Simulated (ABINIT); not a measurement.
# RbCaH3 (Pm-3m): G0W0 in ABINIT against the wavefunction cutoff in GW, part 2 of 2

Aim: move the wavefunction cutoff in GW of a G0W0 run on RbCaH3 (Pm-3m) over a wide range.

ABINIT 10.8.3; LDA and many-body steps on it, plane waves. Known limits of the many-body steps: not at the basis limit; no spin-orbit coupling; coarse k mesh.

So far. Step 2 (Screening, 2×2×2 mesh, 49 bands, screening to 106.1 eV): Local fields lower ε∞ by 11 %. On a Γ-centred mesh this coarse the value itself is usually too large, while a short band sum pulls it down. Step 5 (15.5 Ha): The gap on the mesh goes from 2.93 eV to 5.37 eV, a correction of +2.44 eV.

## Step 6: Screening, 2×2×2 mesh, 49 bands, screening to 106.1 eV

This step: RPA screening on LDA, plane waves, norm-conserving pseudopotentials.

run.abi reads:

```
acell 3*1.0 Angstrom
rprim 
  4.547000000000 0.000000000000 0.000000000000
  0.000000000000 4.547000000000 0.000000000000
  0.000000000000 0.000000000000 4.547000000000
ntypat 3
znucl 37 20 1
natom 5
typat 1 2 3 3 3
xred 
  0.000000000000 0.000000000000 0.000000000000
  0.500000000000 0.500000000000 0.500000000000
  0.000000000000 0.500000000000 0.500000000000
  0.500000000000 0.000000000000 0.500000000000
  0.500000000000 0.500000000000 0.000000000000
pp_dirpath "pseudos"
pseudos "Rb.upf, Ca.upf, H.upf"
ecut 31
ngkpt 2 2 2
nshiftk 1
shiftk 0 0 0
kptopt 1
chksymbreak 0
istwfk *1
occopt 1
irdwfk 1
optdriver 3
nband 49
ecuteps 3.9
inclvkb 2
awtr 1
symchi 1
ecutwfn 23.2
indata_prefix "in"
outdata_prefix "out"
tmpdata_prefix "tmp"
```

Started as:

```bash
> OMP_NUM_THREADS=1 mpirun -n 4 abinit run.abi > log
```

What it wrote:

```text
.Version 10.8.3 of ABINIT. v10.8.2 released Aug 2026.

 Symmetries : space group Pm -3 m (#221); Bravais cP (primitive cubic)
[... echo of the input left out ...]
== DATASET  1 ==================================================================
-   mpi_nproc: 4, omp_nthreads: 1 (-1 if OMP is not activated)

--- !DatasetInfo
iteration_state: {dtset: 1, }
dimensions: {natom: 5, nkpt: 4, mband: 49, nsppol: 1, nspinor: 1, nspden: 1, mpw: 3448, }
cutoff_energies: {ecut:  23.2, pawecutdg:  -1.0, }
[...]
--------------------------------------------------------------------------------
[... chi0 elements left out ...]
 For q-point:  0.000010 0.000020 0.000030
  dielectric constant =   3.7934
  dielectric constant without local fields =   4.2842

  Average fulfillment of the sum rule on Im[epsilon] for q-point    1 :     53.91  [%]
[... wings left out ...]
  q-point number  2        q = ( 0.500000, 0.000000, 0.000000) [r.l.u.]
--------------------------------------------------------------------------------
[... chi0 elements left out ...]
  Average fulfillment of the sum rule on Im[epsilon] for q-point    2 :     65.51  [%]

 [... 2 further q-points ...]
```

Wall time 4.5 s (4 MPI ranks of Arm Neoverse V1, shared host); peak memory 0.42 GiB; 18 s of CPU time.

This step gave:

| Quantity | Value |
| --- | --- |
| ε∞ with local fields, on this mesh, along the program's q direction | 3.793 |
| the same without local fields | 4.284 |
| plasma frequency | 17.96 eV |
| plane waves in the screening matrix | 251 |

## Step 7: 23.2 Ha

This step: G0W0 on LDA, plane waves, norm-conserving pseudopotentials.

Edit run.abi of step 6 so:

```diff
@@ -26,8 +26,17 @@
 irdwfk 1
-optdriver 3
+optdriver 4
 nband 49
+gwcalctyp 0
+ecutsigx 23.2
+symsigma 1
+nkptgw 2
+kptgw 
+  0.5000000000 0.5000000000 0.0000000000
+  0.0000000000 0.0000000000 0.0000000000
+bdgw 
+  10 14
+  10 14
 ecuteps 3.9
-inclvkb 2
-awtr 1
-symchi 1
+irdscr 1
+ppmodel 1
 ecutwfn 23.2
```

What it wrote:

```text
.Version 10.8.3 of ABINIT. v10.8.2 released Aug 2026.

 Symmetries : space group Pm -3 m (#221); Bravais cP (primitive cubic)
[... echo of the input left out ...]
== DATASET  1 ==================================================================
-   mpi_nproc: 4, omp_nthreads: 1 (-1 if OMP is not activated)

--- !DatasetInfo
iteration_state: {dtset: 1, }
dimensions: {natom: 5, nkpt: 4, mband: 49, nsppol: 1, nspinor: 1, nspden: 1, mpw: 3448, }
cutoff_energies: {ecut:  23.2, pawecutdg:  -1.0, }
[...]
Band     E0 <VxcDFT>   SigX SigC(E0)      Z dSigC/dE  Sig(E)    E-E0       E
[...]
13   5.719 -13.158  -5.916  -3.760   0.783  -0.277 -10.431   2.727   8.446
       14   5.719 -13.158  -5.916  -3.760   0.783  -0.277 -10.431   2.727   8.446

== END DATASET(S) ==============================================================
================================================================================

 -outvars: echo values of variables after computation  --------
           etotal      0.0000000000E+00
            nband          49
             nkpt           4
          spgroup         221
 [... the other variables as echoed above ...]

 Calculation completed.
```

Wall time 5.2 s (4 MPI ranks); peak memory 0.52 GiB; 20 s of CPU time.

This step gave:

```
G0W0 gap on the points computed              : 5.368 eV
starting gap on the mesh                     : 2.932 eV
k of the valence top                         : 0.5, 0.5, 0
k of the conduction bottom                   : 0.5, 0.5, 0
least direct G0W0 gap on the computed points : 5.368 eV
```

Against the run before, the gap moves by −0.003 eV.

## Step 8: Screening, 2×2×2 mesh, 49 bands, screening to 106.1 eV

This step: RPA screening on LDA, plane waves, norm-conserving pseudopotentials.

Edit run.abi of step 7 so:

```diff
@@ -26,18 +26,8 @@
 irdwfk 1
-optdriver 4
+optdriver 3
 nband 49
-gwcalctyp 0
-ecutsigx 23.2
-symsigma 1
-nkptgw 2
-kptgw 
-  0.5000000000 0.5000000000 0.0000000000
-  0.0000000000 0.0000000000 0.0000000000
-bdgw 
-  10 14
-  10 14
 ecuteps 3.9
-irdscr 1
-ppmodel 1
-ecutwfn 23.2
+inclvkb 2
+awtr 1
+symchi 1
 indata_prefix "in"
```

What it wrote:

```text
.Version 10.8.3 of ABINIT. v10.8.2 released Aug 2026.

 Symmetries : space group Pm -3 m (#221); Bravais cP (primitive cubic)
[... echo of the input left out ...]
== DATASET  1 ==================================================================
-   mpi_nproc: 4, omp_nthreads: 1 (-1 if OMP is not activated)

--- !DatasetInfo
iteration_state: {dtset: 1, }
dimensions: {natom: 5, nkpt: 4, mband: 49, nsppol: 1, nspinor: 1, nspden: 1, mpw: 5248, }
cutoff_energies: {ecut:  31.0, pawecutdg:  -1.0, }
[...]
--------------------------------------------------------------------------------
[... chi0 elements left out ...]
 For q-point:  0.000010 0.000020 0.000030
  dielectric constant =   3.7937
  dielectric constant without local fields =   4.2845

  Average fulfillment of the sum rule on Im[epsilon] for q-point    1 :     53.91  [%]
[... wings left out ...]
  q-point number  2        q = ( 0.500000, 0.000000, 0.000000) [r.l.u.]
--------------------------------------------------------------------------------
[... chi0 elements left out ...]
  Average fulfillment of the sum rule on Im[epsilon] for q-point    2 :     65.51  [%]

 [... 2 further q-points ...]
```

Run time: 5.2 s. Hardware: 4 MPI ranks; peak memory 0.5 GiB; 20 s of CPU time.

This step gave:

| Quantity | Value |
| --- | --- |
| ε∞ with local fields, on this mesh, along the program's q direction | 3.794 |
| the same without local fields | 4.285 |
| plasma frequency | 17.96 eV |
| plane waves in the screening matrix | 251 |

## Step 9: 31 Ha

This step: G0W0 on LDA, plane waves, norm-conserving pseudopotentials.

Edit run.abi of step 8 so:

```diff
@@ -26,8 +26,17 @@
 irdwfk 1
-optdriver 3
+optdriver 4
 nband 49
+gwcalctyp 0
+ecutsigx 31
+symsigma 1
+nkptgw 2
+kptgw 
+  0.5000000000 0.5000000000 0.0000000000
+  0.0000000000 0.0000000000 0.0000000000
+bdgw 
+  10 14
+  10 14
 ecuteps 3.9
-inclvkb 2
-awtr 1
-symchi 1
+irdscr 1
+ppmodel 1
 indata_prefix "in"
```

What it wrote:

```text
.Version 10.8.3 of ABINIT. v10.8.2 released Aug 2026.

 Symmetries : space group Pm -3 m (#221); Bravais cP (primitive cubic)
[... echo of the input left out ...]
== DATASET  1 ==================================================================
-   mpi_nproc: 4, omp_nthreads: 1 (-1 if OMP is not activated)

--- !DatasetInfo
iteration_state: {dtset: 1, }
dimensions: {natom: 5, nkpt: 4, mband: 49, nsppol: 1, nspinor: 1, nspden: 1, mpw: 5248, }
cutoff_energies: {ecut:  31.0, pawecutdg:  -1.0, }
[...]
Band     E0 <VxcDFT>   SigX SigC(E0)      Z dSigC/dE  Sig(E)    E-E0       E
[...]
13   5.719 -13.158  -5.920  -3.761   0.783  -0.277 -10.435   2.723   8.442
       14   5.719 -13.158  -5.920  -3.761   0.783  -0.277 -10.435   2.723   8.442

== END DATASET(S) ==============================================================
================================================================================

 -outvars: echo values of variables after computation  --------
           etotal      0.0000000000E+00
            nband          49
             nkpt           4
          spgroup         221
 [... the other variables as echoed above ...]

 Calculation completed.
```

Run time: 5.5 s. Hardware: 4 MPI ranks; peak memory 0.64 GiB.

This step gave:

| Quantity | Value |
| --- | --- |
| G0W0 gap on the points computed | 5.367 eV |
| starting gap on the mesh | 2.932 eV |
| k of the valence top | 0.5, 0.5, 0 |
| k of the conduction bottom | 0.5, 0.5, 0 |
| least direct G0W0 gap on the computed points | 5.367 eV |

Against the run before, the gap moves by −0.001 eV.

## Step 10: Side by side

Times are wall times on 4 MPI ranks of Arm Neoverse V1, shared host, good to a factor of about two. A run's time includes the screening step that it read.

```tsv
run	mesh	bands	screening cutoff (eV)	DFT gap (eV)	gap on the mesh (eV)	direct (eV)	ε∞ used	time
9.3 Ha	2×2×2	49	106.1	2.932	5.367	5.367	3.78	8 s
15.5 Ha	2×2×2	49	106.1	2.932	5.371	5.371	3.79	8.7 s
23.2 Ha	2×2×2	49	106.1	2.932	5.368	5.368	3.79	9.7 s
31 Ha	2×2×2	49	106.1	2.932	5.367	5.367	3.79	11 s
```

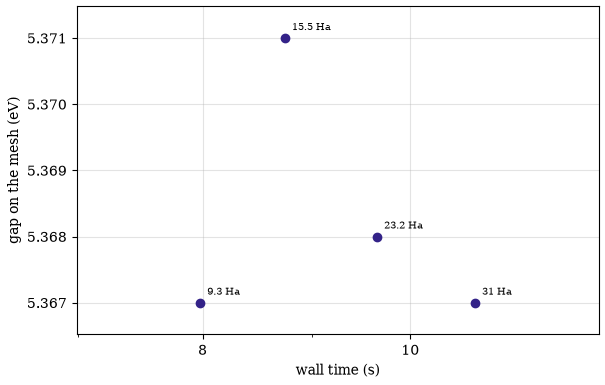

Result against wall time.

## Step 11: What came out

```
9.3 Ha       : 5.367 eV
15.5 Ha      : 5.371 eV
23.2 Ha      : 5.368 eV
31 Ha        : 5.367 eV
known limits : not at the basis limit; no spin-orbit coupling; coarse k mesh
```

What this shows: The setting moved: wavefunction cutoff in GW. From 9.3 Ha to 31 Ha the gap moves by +0.00 eV. It holds to 0.03 eV from 9.3 Ha on. Bands and screening cutoff are coupled, so a series along one setting does not show full convergence. The exchange cutoff follows the wavefunction cutoff here. Bands and cutoff are finite, so the gap is not at the basis limit. The miss can reach some tenths of an eV and take either sign; the mesh is an error of its own. In the G0W0 runs levels were corrected at 2 k points alone, so a gap called «on the mesh» is the least over those, and an edge elsewhere would be missed. The 2×2×2 mesh is coarse for this cell, which bears on the long-range parts of exchange and screening. This is the ideal cubic cell; many perovskites, halides above all, are cubic only on average, and local tilts or off-centring can widen the gap. The many-body steps are scalar-relativistic: spin-orbit coupling is not in them.

[Paths, hosts, dates, memory and timing lines, banners, echoed tables and standing remarks are left out of the program output.]

[Logs are printed without paths, hosts, clocks, repeated set-up lines and the standing remarks that a program may print on its own settings, such as how far it seeks lower states.]

[Runs of the session that timed out or met a known fault of the program may be left out.]

[Hosts, paths, dates, database ids (printed as entryN), source tags and the programs' standing remarks are cut or masked in the printed files.]

[G0W0 gaps are taken among the corrected bands and points alone; a level outside them can change the order at an edge.]

[Where Ansatz stands beside ABINIT at settings called matched, ABINIT's density can come from a denser mesh and the files from another edition; pairs whose starting gaps differed by over 0.03 eV were left out, so agreement reads better than it is.]
